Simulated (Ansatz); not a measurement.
Run report: SnH$_{6}$O$_{4}$, nudged elastic band (part 1 of 2)

- system: SnH$_{6}$O$_{4}$
- method: RKS BLYP-D4/def2-SVP (Ansatz 0.2.0)

The run did not end well. One setting was made poor on purpose. It belongs to a series of runs on one base structure; here: band between the two ends.

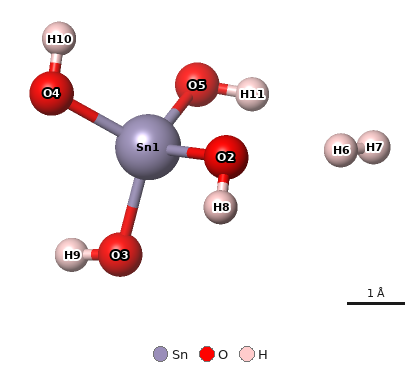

**Figure 1.** The starting structure (ball-and-stick view, seen at a tilt; atoms are numbered from 1 in the order of the input). Sticks mark near contacts. Bond lengths as drawn: H–H 0.77 Å, H–O 0.98 Å and O–Sn 2.01 Å.

**Input**
```yaml
crystal:
  periodic: [false, false, false]
  atoms:
    - { symbol: Sn, position_ang: [-0.559724, -0.404287, -0.014584] }
    - { symbol: O, position_ang: [0.848971, -0.123674, 1.397748] }
    - { symbol: O, position_ang: [0.081648, -1.995433, -1.055441] }
    - { symbol: O, position_ang: [-2.403204, -0.840839, 0.645518] }
    - { symbol: O, position_ang: [-0.711776, 1.337182, -0.999671] }
    - { symbol: H, position_ang: [2.211809, 1.53061, 0.320701] }
    - { symbol: H, position_ang: [2.569252, 2.054531, -0.11576] }
    - { symbol: H, position_ang: [1.341166, -0.962065, 1.529043] }
    - { symbol: H, position_ang: [-0.664875, -2.372128, -1.56732] }
    - { symbol: H, position_ang: [-2.877899, -0.001863, 0.826952] }
    - { symbol: H, position_ang: [0.164433, 1.778067, -0.967084] }
basis:
  gaussian: { orbitals: def2-SVP }
hamiltonian:
  xc: blyp
  dispersion: d4
neb:
  order_check: false
  images: 5
  f_tol: 0.05
  max_iterations: 60
  max_displacement: 0.02
  optimiser: lbfgs
  final_atoms:
    - { symbol: Sn, position_ang: [0.32941371, -0.18530803, -0.44396573] }
    - { symbol: O, position_ang: [0.79192568, 1.2512903, 1.5829464] }
    - { symbol: O, position_ang: [-0.35728519, -1.51593906, -1.8229475] }
    - { symbol: O, position_ang: [-0.6765005, -0.79862855, 1.23375116] }
    - { symbol: O, position_ang: [-0.40433382, 1.56070444, -1.14146673] }
    - { symbol: H, position_ang: [1.60204226, 0.95670711, 2.04702857] }
    - { symbol: H, position_ang: [2.02381344, -0.50073338, -0.43132665] }
    - { symbol: H, position_ang: [0.06948853, 0.70213433, 1.98885175] }
    - { symbol: H, position_ang: [-1.31970042, -1.40111862, -1.96022211] }
    - { symbol: H, position_ang: [-1.36857015, -1.45165856, 1.00949866] }
    - { symbol: H, position_ang: [-0.69049254, 1.38265103, -2.06204581] }
  initial_path:
    images:
      - { positions_ang: [[-0.559724, -0.404287, -0.014584], [0.848971, -0.123674, 1.397748], [0.081648, -1.995433, -1.055441], [-2.403204, -0.840839, 0.645518], [-0.711776, 1.337182, -0.999671], [2.211809, 1.53061, 0.320701], [2.569252, 2.054531, -0.11576], [1.341166, -0.962065, 1.529043], [-0.664875, -2.372128, -1.56732], [-2.877899, -0.001863, 0.826952], [0.164433, 1.778067, -0.967084]] }
      - { positions_ang: [[-0.44407528, -0.30272644, -0.11802228], [0.93391628, -0.01676995, 1.48396315], [0.077598, -1.79409031, -1.30656649], [-2.17742314, -0.87181935, 0.63415996], [-0.80943466, 1.43270643, -0.97889802], [2.1353352, 1.16147586, 0.46526213], [2.3670532, 1.51697564, -0.15308323], [1.27473919, -0.58738906, 1.89158954], [-0.61035694, -2.30104802, -1.62282104], [-2.66861622, -0.0962322, 0.91226719], [-0.07893463, 1.85901841, -1.20774892]] }
      - { positions_ang: [[-0.32842656, -0.20116587, -0.22146057], [1.01886156, 0.0901341, 1.5701783], [0.07354801, -1.59274761, -1.55769198], [-1.95164227, -0.90279969, 0.62280193], [-0.90709332, 1.52823085, -0.95812503], [2.05886139, 0.79234171, 0.60982327], [2.16485439, 0.97942028, -0.19040647], [1.20831238, -0.21271312, 2.25413607], [-0.55583888, -2.22996805, -1.67832207], [-2.45933343, -0.19060141, 0.99758239], [-0.32230225, 1.93996981, -1.44841384]] }
      - { positions_ang: [[-0.21277785, -0.09960531, -0.32489885], [1.10380684, 0.19703815, 1.65639344], [0.06949801, -1.39140492, -1.80881747], [-1.72586141, -0.93378004, 0.61144389], [-1.00475198, 1.62375528, -0.93735205], [1.98238759, 0.42320757, 0.7543844], [1.96265559, 0.44186492, -0.2277297], [1.14188556, 0.16196282, 2.61668261], [-0.50132083, -2.15888807, -1.73382311], [-2.25005065, -0.28497061, 1.08289758], [-0.56566988, 2.02092122, -1.68907875]] }
      - { positions_ang: [[-0.03204733, -0.12817288, -0.36458781], [0.99984645, 0.54845553, 1.6319111], [-0.07276306, -1.4329163, -1.81352748], [-1.37607444, -0.88872954, 0.81887965], [-0.80461259, 1.60273833, -1.00539028], [1.85560581, 0.60104075, 1.18526579], [1.98304154, 0.12766549, -0.29559535], [0.78441989, 0.34201999, 2.40740566], [-0.77411403, -1.90629826, -1.80928944], [-1.95622382, -0.6738666, 1.05843128], [-0.60727744, 1.80816449, -1.81340111]] }
      - { positions_ang: [[0.14868319, -0.15674046, -0.40427677], [0.89588607, 0.89987292, 1.60742875], [-0.21502412, -1.47442768, -1.81823749], [-1.02628747, -0.84367905, 1.02631541], [-0.60447321, 1.58172138, -1.07342851], [1.72882404, 0.77887393, 1.61614718], [2.00342749, -0.18653394, -0.363461], [0.42695421, 0.52207716, 2.1981287], [-1.04690722, -1.65370844, -1.88475578], [-1.66239698, -1.06276258, 1.03396497], [-0.64888499, 1.59540776, -1.93772346]] }
      - { positions_ang: [[0.32941371, -0.18530803, -0.44396573], [0.79192568, 1.2512903, 1.5829464], [-0.35728519, -1.51593906, -1.8229475], [-0.6765005, -0.79862855, 1.23375116], [-0.40433382, 1.56070444, -1.14146673], [1.60204226, 0.95670711, 2.04702857], [2.02381344, -0.50073338, -0.43132665], [0.06948853, 0.70213433, 1.98885175], [-1.31970042, -1.40111862, -1.96022211], [-1.36857015, -1.45165856, 1.00949866], [-0.69049254, 1.38265103, -2.06204581]] }
```

Launched with:
```bash
ansatz run input.yaml --threads 2 --pin off --max-ram 3072MiB --backend cpu --events-out ev --progress --plain --runs-dir out
```

**The program's output**
```
Engine: ansatz 0.2.0, x86_64-unknown-linux-gnu
Functional definition: BLYP
  parameter beta = 0.0042
  parameter a = 0.04918
  parameter b = 0.132
  parameter c = 0.2533
  parameter d = 0.349
  exchange = b88_x(beta = beta)
  correlation = lyp_c(a = a, b = b, c = c, d = d)
1211 factors; their error is unknown
mean field evaluation 1: about -14084.9421 eV, gradient 1.1e2 eV
mean field evaluation 2: about -13979.1758 eV, gradient 2.4e2 eV
mean field evaluation 4: about -14107.9837 eV, gradient 1.2e1 eV
mean field evaluation 8: about -14108.2538 eV, gradient 9.3e-2 eV
mean field evaluation 16: about -14108.2538 eV, gradient 4.6e-5 eV
mean field -14108.25380164 eV, -518.4687642923 hartree, gradient 4.6e-5 eV, S^2 0.000000; 0 other end points of the search recorded, 0 dependent functions left out
the calculation of the forces begins
reference -14108.25416650 eV, -518.4687777009 hartree; 30, 30 occupied and 82, 82 virtual orbitals, 1211 factors
1211 factors; their error is unknown
mean field evaluation 32: about -14108.5943 eV, gradient 2.3e-5 eV
mean field -14108.59431740 eV, -518.4812780156 hartree, gradient 2.3e-5 eV, S^2 0.000000; 0 other end points of the search recorded, 0 dependent functions left out
[... from here on the field's lines of each further geometry are left out, up to the last ...]
NEB iter   1: max|band force component| = 4.781e1 eV/Å  barrier→ = 8.2268 eV  barrier← = 8.5859 eV  Δτ_max = 0.0200 Å  (201 SCF iters)
NEB iter   2: max|band force component| = 3.624e1 eV/Å  barrier→ = 6.3094 eV  barrier← = 6.6685 eV  Δτ_max = 0.0200 Å  (146 SCF iters)
NEB iter   3: max|band force component| = 2.683e1 eV/Å  barrier→ = 4.7219 eV  barrier← = 5.0810 eV  Δτ_max = 0.0200 Å  (149 SCF iters)
NEB iter   4: max|band force component| = 1.978e1 eV/Å  barrier→ = 3.4256 eV  barrier← = 3.7847 eV  Δτ_max = 0.0200 Å  (157 SCF iters)
NEB iter   5: max|band force component| = 1.446e1 eV/Å  barrier→ = 2.4772 eV  barrier← = 2.8363 eV  Δτ_max = 0.0200 Å  (157 SCF iters)
NEB iter   6: max|band force component| = 1.040e1 eV/Å  barrier→ = 1.7938 eV  barrier← = 2.1529 eV  Δτ_max = 0.0200 Å  (157 SCF iters)
NEB iter   7: max|band force component| = 7.237e0 eV/Å  barrier→ = 1.4446 eV  barrier← = 1.8036 eV  Δτ_max = 0.0200 Å  (157 SCF iters)
NEB iter   8: max|band force component| = 4.878e0 eV/Å  barrier→ = 1.4180 eV  barrier← = 1.7771 eV  Δτ_max = 0.0200 Å  (157 SCF iters)
NEB iter   9: max|band force component| = 2.964e0 eV/Å  barrier→ = 1.3901 eV  barrier← = 1.7492 eV  Δτ_max = 0.0200 Å  (157 SCF iters)
NEB iter  10: max|band force component| = 1.371e0 eV/Å  barrier→ = 1.3588 eV  barrier← = 1.7179 eV  Δτ_max = 0.0200 Å  (156 SCF iters)
NEB iter  11: max|band force component| = 7.792e-1 eV/Å  barrier→ = 1.3220 eV  barrier← = 1.6811 eV  Δτ_max = 0.0200 Å  (154 SCF iters)
NEB iter  12: max|band force component| = 7.978e-1 eV/Å  barrier→ = 1.2867 eV  barrier← = 1.6458 eV  Δτ_max = 0.0132 Å  (156 SCF iters)
NEB iter  13: max|band force component| = 6.753e-1 eV/Å  barrier→ = 1.2619 eV  barrier← = 1.6210 eV  Δτ_max = 0.0200 Å  (159 SCF iters)
NEB iter  14: max|band force component| = 6.668e-1 eV/Å  barrier→ = 1.2222 eV  barrier← = 1.5812 eV  Δτ_max = 0.0200 Å  (156 SCF iters)
NEB iter  15: max|band force component| = 7.553e-1 eV/Å  barrier→ = 1.1817 eV  barrier← = 1.5408 eV  Δτ_max = 0.0128 Å  (153 SCF iters)
NEB iter  16: max|band force component| = 6.552e-1 eV/Å  barrier→ = 1.1577 eV  barrier← = 1.5168 eV  Δτ_max = 0.0200 Å  (159 SCF iters)
NEB iter  17: max|band force component| = 8.460e-1 eV/Å  barrier→ = 1.1121 eV  barrier← = 1.4712 eV  Δτ_max = 0.0135 Å  (155 SCF iters)
NEB iter  18: max|band force component| = 6.175e-1 eV/Å  barrier→ = 1.0886 eV  barrier← = 1.4476 eV  Δτ_max = 0.0200 Å  (157 SCF iters)
NEB iter  19: max|band force component| = 6.773e-1 eV/Å  barrier→ = 1.0459 eV  barrier← = 1.4050 eV  Δτ_max = 0.0112 Å  (155 SCF iters)
NEB iter  20: max|band force component| = 5.508e-1 eV/Å  barrier→ = 1.0235 eV  barrier← = 1.3826 eV  Δτ_max = 0.0200 Å  (158 SCF iters)
NEB iter  21: max|band force component| = 7.028e-1 eV/Å  barrier→ = 0.9835 eV  barrier← = 1.3426 eV  Δτ_max = 0.0111 Å  (154 SCF iters)
NEB iter  22: max|band force component| = 5.491e-1 eV/Å  barrier→ = 0.9622 eV  barrier← = 1.3213 eV  Δτ_max = 0.0200 Å  (156 SCF iters)
NEB iter  23: max|band force component| = 5.886e-1 eV/Å  barrier→ = 0.9245 eV  barrier← = 1.2836 eV  Δτ_max = 0.0110 Å  (156 SCF iters)
NEB iter  24: max|band force component| = 5.693e-1 eV/Å  barrier→ = 0.9044 eV  barrier← = 1.2635 eV  Δτ_max = 0.0200 Å  (156 SCF iters)
NEB iter  25: max|band force component| = 5.996e-1 eV/Å  barrier→ = 0.8685 eV  barrier← = 1.2275 eV  Δτ_max = 0.0107 Å  (153 SCF iters)
NEB iter  26: max|band force component| = 5.650e-1 eV/Å  barrier→ = 0.8498 eV  barrier← = 1.2089 eV  Δτ_max = 0.0200 Å  (156 SCF iters)
NEB iter  27: max|band force component| = 5.503e-1 eV/Å  barrier→ = 0.8154 eV  barrier← = 1.1744 eV  Δτ_max = 0.0200 Å  (157 SCF iters)
NEB iter  28: max|band force component| = 6.742e-1 eV/Å  barrier→ = 0.7816 eV  barrier← = 1.1406 eV  Δτ_max = 0.0104 Å  (148 SCF iters)
NEB iter  29: max|band force component| = 5.173e-1 eV/Å  barrier→ = 0.7658 eV  barrier← = 1.1249 eV  Δτ_max = 0.0118 Å  (155 SCF iters)
NEB iter  30: max|band force component| = 7.387e-1 eV/Å  barrier→ = 0.7467 eV  barrier← = 1.1058 eV  CI = image 3  Δτ_max = 0.0111 Å  (138 SCF iters)
NEB iter  31: max|band force component| = 8.112e-1 eV/Å  barrier→ = 0.7580 eV  barrier← = 1.1171 eV  CI = image 3  Δτ_max = 0.0120 Å  (155 SCF iters)
NEB iter  32: max|band force component| = 7.992e-1 eV/Å  barrier→ = 0.7719 eV  barrier← = 1.1309 eV  CI = image 3  Δτ_max = 0.0200 Å  (132 SCF iters)
NEB iter  33: max|band force component| = 8.121e-1 eV/Å  barrier→ = 0.7963 eV  barrier← = 1.1554 eV  CI = image 3  Δτ_max = 0.0128 Å  (146 SCF iters)
NEB iter  34: max|band force component| = 8.211e-1 eV/Å  barrier→ = 0.8122 eV  barrier← = 1.1713 eV  CI = image 3  Δτ_max = 0.0120 Å  (150 SCF iters)
NEB iter  35: max|band force component| = 8.079e-1 eV/Å  barrier→ = 0.8286 eV  barrier← = 1.1876 eV  CI = image 3  Δτ_max = 0.0200 Å  (133 SCF iters)
NEB iter  36: max|band force component| = 7.910e-1 eV/Å  barrier→ = 0.8562 eV  barrier← = 1.2153 eV  CI = image 3  Δτ_max = 0.0200 Å  (138 SCF iters)
NEB iter  37: max|band force component| = 7.716e-1 eV/Å  barrier→ = 0.8843 eV  barrier← = 1.2433 eV  CI = image 3  Δτ_max = 0.0200 Å  (140 SCF iters)
NEB iter  38: max|band force component| = 7.490e-1 eV/Å  barrier→ = 0.9124 eV  barrier← = 1.2715 eV  CI = image 3  Δτ_max = 0.0200 Å  (140 SCF iters)
NEB iter  39: max|band force component| = 7.227e-1 eV/Å  barrier→ = 0.9406 eV  barrier← = 1.2997 eV  CI = image 3  Δτ_max = 0.0200 Å  (146 SCF iters)
NEB iter  40: max|band force component| = 6.928e-1 eV/Å  barrier→ = 0.9687 eV  barrier← = 1.3278 eV  CI = image 3  Δτ_max = 0.0200 Å  (146 SCF iters)
NEB iter  41: max|band force component| = 6.599e-1 eV/Å  barrier→ = 0.9965 eV  barrier← = 1.3556 eV  CI = image 3  Δτ_max = 0.0200 Å  (143 SCF iters)
NEB iter  42: max|band force component| = 6.722e-1 eV/Å  barrier→ = 1.0243 eV  barrier← = 1.3833 eV  CI = image 3  Δτ_max = 0.0114 Å  (145 SCF iters)
NEB iter  43: max|band force component| = 6.324e-1 eV/Å  barrier→ = 1.0353 eV  barrier← = 1.3944 eV  CI = image 3  Δτ_max = 0.0200 Å  (158 SCF iters)
NEB iter  44: max|band force component| = 8.744e-1 eV/Å  barrier→ = 1.0628 eV  barrier← = 1.4219 eV  CI = image 3  Δτ_max = 0.0125 Å  (157 SCF iters)
NEB iter  45: max|band force component| = 5.727e-1 eV/Å  barrier→ = 1.0710 eV  barrier← = 1.4301 eV  CI = image 3  Δτ_max = 0.0200 Å  (156 SCF iters)
NEB iter  46: max|band force component| = 8.213e-1 eV/Å  barrier→ = 1.0971 eV  barrier← = 1.4562 eV  CI = image 3  Δτ_max = 0.0126 Å  (154 SCF iters)
NEB iter  47: max|band force component| = 5.692e-1 eV/Å  barrier→ = 1.1032 eV  barrier← = 1.4623 eV  CI = image 3  Δτ_max = 0.0168 Å  (155 SCF iters)
NEB iter  48: max|band force component| = 8.960e-1 eV/Å  barrier→ = 1.1251 eV  barrier← = 1.4842 eV  CI = image 3  Δτ_max = 0.0128 Å  (155 SCF iters)
NEB iter  49: max|band force component| = 5.795e-1 eV/Å  barrier→ = 1.1302 eV  barrier← = 1.4893 eV  CI = image 3  Δτ_max = 0.0132 Å  (156 SCF iters)
NEB iter  50: max|band force component| = 6.704e-1 eV/Å  barrier→ = 1.1446 eV  barrier← = 1.5037 eV  CI = image 3  Δτ_max = 0.0105 Å  (152 SCF iters)
NEB iter  51: max|band force component| = 5.682e-1 eV/Å  barrier→ = 1.1497 eV  barrier← = 1.5088 eV  CI = image 3  Δτ_max = 0.0200 Å  (157 SCF iters)
NEB iter  52: max|band force component| = 8.544e-1 eV/Å  barrier→ = 1.1700 eV  barrier← = 1.5291 eV  CI = image 3  Δτ_max = 0.0127 Å  (156 SCF iters)
NEB iter  53: max|band force component| = 5.624e-1 eV/Å  barrier→ = 1.1715 eV  barrier← = 1.5306 eV  CI = image 3  Δτ_max = 0.0103 Å  (156 SCF iters)
NEB iter  54: max|band force component| = 5.571e-1 eV/Å  barrier→ = 1.1782 eV  barrier← = 1.5373 eV  CI = image 3  Δτ_max = 0.0200 Å  (137 SCF iters)
NEB iter  55: max|band force component| = 5.497e-1 eV/Å  barrier→ = 1.1880 eV  barrier← = 1.5471 eV  CI = image 3  Δτ_max = 0.0200 Å  (149 SCF iters)
NEB iter  56: max|band force component| = 5.319e-1 eV/Å  barrier→ = 1.1929 eV  barrier← = 1.5520 eV  CI = image 3  Δτ_max = 0.0200 Å  (150 SCF iters)
NEB iter  57: max|band force component| = 5.014e-1 eV/Å  barrier→ = 1.1953 eV  barrier← = 1.5544 eV  CI = image 3  Δτ_max = 0.0200 Å  (148 SCF iters)
NEB iter  58: max|band force component| = 4.777e-1 eV/Å  barrier→ = 1.1918 eV  barrier← = 1.5509 eV  CI = image 3  Δτ_max = 0.0200 Å  (147 SCF iters)
NEB iter  59: max|band force component| = 4.436e-1 eV/Å  barrier→ = 1.1844 eV  barrier← = 1.5434 eV  CI = image 3  Δτ_max = 0.0200 Å  (147 SCF iters)
the calculation of the forces begins
reference -14108.09081646 eV, -518.4627746976 hartree; 30, 30 occupied and 82, 82 virtual orbitals, 1211 factors
these checks for a lower state are left out or cut short: starts, cluster_reference, orbital_swaps, neighbouring_geometries, increment
1211 factors; their error is unknown
mean field evaluation 2144: about -14108.4241 eV, gradient 1.3e-4 eV
mean field -14108.42409888 eV, -518.4750226004 hartree, gradient 1.4e-5 eV, S^2 0.000000; 0 other end points of the search recorded, 0 dependent functions left out
the calculation of the forces begins
reference -14108.42446355 eV, -518.4750360020 hartree; 30, 30 occupied and 82, 82 virtual orbitals, 1211 factors
NEB iter  60: max|band force component| = 4.942e-1 eV/Å  barrier→ = 1.1736 eV  barrier← = 1.5326 eV  CI = image 3  Δτ_max = 0.0076 Å  (147 SCF iters)
```
